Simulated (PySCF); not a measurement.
**C4H11NSi2: electronic excitations**

Wanted: the electronic excitations of C4H11NSi2 (`C/N=C/[SiH]1C[SiH2]C1`), by calculation.

Computed with PySCF 2.14.0, with density-fitted response routines of our own, on a single molecule in the gas phase. Atoms are numbered from 0 throughout.

## Step 1: The starting structure

18 atoms, charge 0, multiplicity 1; geometry from: GFN2-xTB.

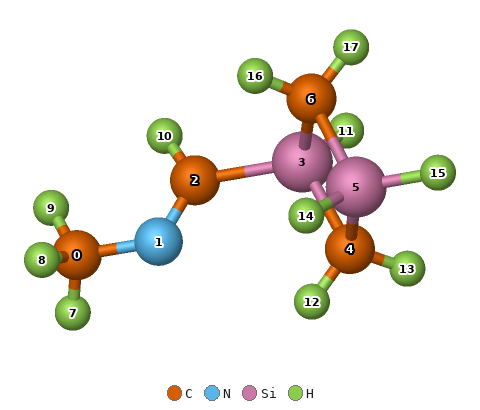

As it starts; carbon orange, nitrogen blue, silicon pink, hydrogen green, atoms numbered.

## Step 2: TDDFT and polarisability: B3LYP/def2-SVPD

Job settings and geometry (Å):

```
{"job": {"kind": "uv", "xc": "B3LYP", "basis": "def2-SVPD", "nstates": 8, "ntriplets": 3}, "charge": 0, "multiplicity": 1}
C      2.989827    -1.262577    -0.592533
N      1.608265    -0.964980    -0.385901
C      1.247711    -0.190075     0.536173
Si    -0.578908     0.227376     0.763611
C     -1.755748    -0.784078    -0.356477
Si    -2.256067     0.773878    -1.356760
C     -1.116528     1.801683    -0.200770
H      3.124288    -2.342714    -0.513146
H      3.251003    -0.971805    -1.611293
H      3.660772    -0.754812     0.116978
H      1.992090     0.273166     1.208857
H     -0.869422     0.251024     2.205786
H     -1.254676    -1.553119    -0.936644
H     -2.575126    -1.266759     0.168778
H     -1.847185     0.772253    -2.762292
H     -3.674882     1.130352    -1.257765
H     -0.314611     2.331221    -0.708360
H     -1.639562     2.536284     0.405340
```

Method: TDDFT B3LYP/def2-SVPD, vertical, gas phase, core orbitals frozen in the response.

Command:

```console
$ OMP_NUM_THREADS=1 python probes_run.py task.json out
```

The driver reads the jobs from task.json and runs them one after another.

The program printed:

```text
coarse grid: 15480 points
cycle   1  E = -792.2692649571  dE =  5.171e-01  |g| = 5.962e-01  |ddm| = 5.598e+00
cycle   2  E = -792.1597216163  dE =  1.095e-01  |g| = 8.549e-01  |ddm| = 1.775e+00
cycle   3  E = -792.3603765395  dE = -2.007e-01  |g| = 1.381e-01  |ddm| = 1.097e+00
cycle   4  E = -792.3639167264  dE = -3.540e-03  |g| = 6.462e-02  |ddm| = 2.108e-01
cycle   5  E = -792.3648360377  dE = -9.193e-04  |g| = 1.575e-02  |ddm| = 8.796e-02
cycle   6  E = -792.3649050804  dE = -6.904e-05  |g| = 3.377e-03  |ddm| = 2.492e-02
cycle   7  E = -792.3649081822  dE = -3.102e-06  |g| = 6.837e-04  |ddm| = 5.675e-03
final grid: 138768 points
cycle   8  E = -792.4769133244  dE = -3.275e-05  |g| = 5.359e-03  |ddm| = 7.871e-02
cycle   9  E = -792.4769068316  dE =  6.493e-06  |g| = 7.299e-03  |ddm| = 1.601e-02
cycle  10  E = -792.4769209547  dE = -1.412e-05  |g| = 1.326e-03  |ddm| = 9.317e-03
cycle  11  E = -792.4769213568  dE = -4.021e-07  |g| = 2.517e-04  |ddm| = 1.626e-03
cycle  12  E = -792.4769213698  dE = -1.299e-08  |g| = 1.027e-04  |ddm| = 4.174e-04
cycle  13  E = -792.4769213726  dE = -2.748e-09  |g| = 2.063e-05  |ddm| = 1.404e-04
cycle  14  E = -792.4769213727  dE = -1.216e-10  |g| = 5.394e-06  |ddm| = 3.863e-05
converged SCF energy = -792.4769213727

Static polarisability (au): isotropic 110.579, principal 91.429 106.511 133.796

Singlet excitations
state   eV       nm        f      main configurations
  1   4.2347    292.8   0.00210   H->L 0.96
  2   5.5962    221.6   0.01818   H-1->L 0.85
  3   5.9968    206.8   0.00245   H->L+1 0.84, H-2->L 0.09
  4   6.0047    206.5   0.07504   H-2->L 0.63, H-3->L 0.19
  5   6.1276    202.3   0.11446   H-3->L 0.76, H-2->L 0.14
  6   6.3554    195.1   0.01049   H->L+2 0.73, H->L+3 0.18
  7   6.5713    188.7   0.05539   H->L+3 0.78, H->L+2 0.16
  8   6.7151    184.6   0.03824   H->L+4 0.96

Triplet excitations (Tamm-Dancoff, eV): 3.4863 4.6700 5.4391
```

It took 86 s on 1 thread of Arm Neoverse N1, shared host; peak memory 0.95 GiB.

The orbitals next to the gap, with their largest atomic shares:

```csv
orbital,eV,atoms
HOMO−3,-8.01,"C4 29 %, C6 25 %, Si5 24 %"
HOMO−2,-7.91,"C4 30 %, Si3 20 %, C6 18 %"
HOMO−1,-7.64,"C6 21 %, Si5 14 %, Si3 14 %"
HOMO,-6.73,"N1 48 %, C2 16 %, C0 9 %"
LUMO,-1.11,"N1 30 %, C2 28 %, Si3 12 %"
LUMO+1,0.12,"Si5 20 %, Si3 13 %, C4 11 %"
LUMO+2,0.44,"Si3 16 %, Si5 16 %, C0 10 %"
```

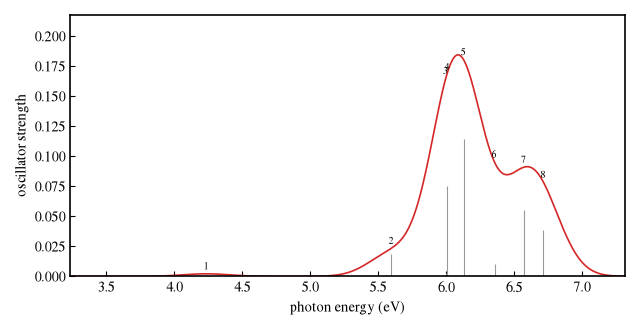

Absorption spectrum from the 8 singlet states computed; above the last one it falls off for lack of states. Lines are broadened to a width of 0.40 eV (Gaussian).

Further results of this job:

```csv
property,computed
dipole moment (D),1.34
polarisability (Å³),16.39
HOMO–LUMO gap (eV),5.62
−ε(HOMO) (eV),6.73
```

## Step 3: Results

| quantity | value |
| --- | --- |
| lowest singlet (B3LYP/def2-SVPD) | 4.23 eV (293 nm), f = 0.002 |
| brightest single state of those computed | state 5, 6.13 eV, f = 0.114 |
| lowest triplet | 3.49 eV |

The lowest singlet, at 4.23 eV, is HOMO→LUMO 0.96 and is weak; of the 8 states computed, the strongest absorption comes from state 5 at 6.13 eV. The lowest triplet lies 0.75 eV below the lowest singlet (triplets in Tamm-Dancoff, singlets in full TDDFT).
